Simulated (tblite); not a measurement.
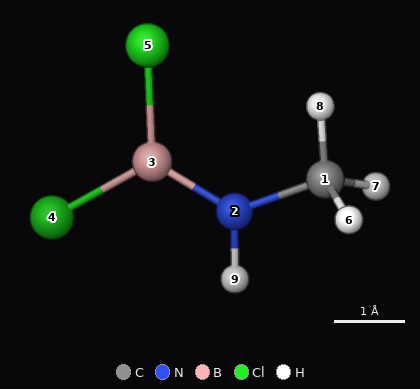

*The structure (ball-and-stick view, seen at a tilt; atoms are numbered from 1 in the order of the input).*

Bond lengths as drawn: B–Cl 1.74 Å, B–N 1.38 Å, C–H 1.09 Å, C–N 1.45 Å and H–N 1.01 Å.

# CH4BCl2N: nudged elastic band

- system: CH4BCl2N
- method: GFN2-xTB climbing-image nudged elastic band, gas phase (tblite 0.8.0)

The input:
```
{"job": {"xc": "GFN2-xTB", "basis": "xTB", "kind": "neb"}, "charge": 0, "multiplicity": 1}
C     -1.196247     0.060392    -0.122548
N      0.160273    -0.444207    -0.215162
B      1.325320     0.147206     0.240765
Cl     2.841405    -0.676722     0.000858
Cl     1.295840     1.686695     1.041674
H     -1.621142     0.184872    -1.119958
H     -1.819117    -0.633993     0.443648
H     -1.185126     1.022737     0.383012
H      0.212355    -1.340986    -0.677468
```

The first line tells a small driver script what to run in tblite; the rest is the geometry in Å.

Launched with:
```bash
OMP_NUM_THREADS=1 python <driver script> task.json out
```

The program's output:
```
image   E - E0 / eV
  0       0.0000
  1       0.2167
  2       0.6538
  3       0.9187
  4       0.3519
  5       0.0445
  6       0.0000
```

Key numbers:

| quantity | value |
| --- | --- |
| outcome | converged |
| forward barrier | 0.919 eV |
| hardware | 1 CPU thread, shared host |
| wall time | 2 s |
| peak memory | 0.19 GiB |
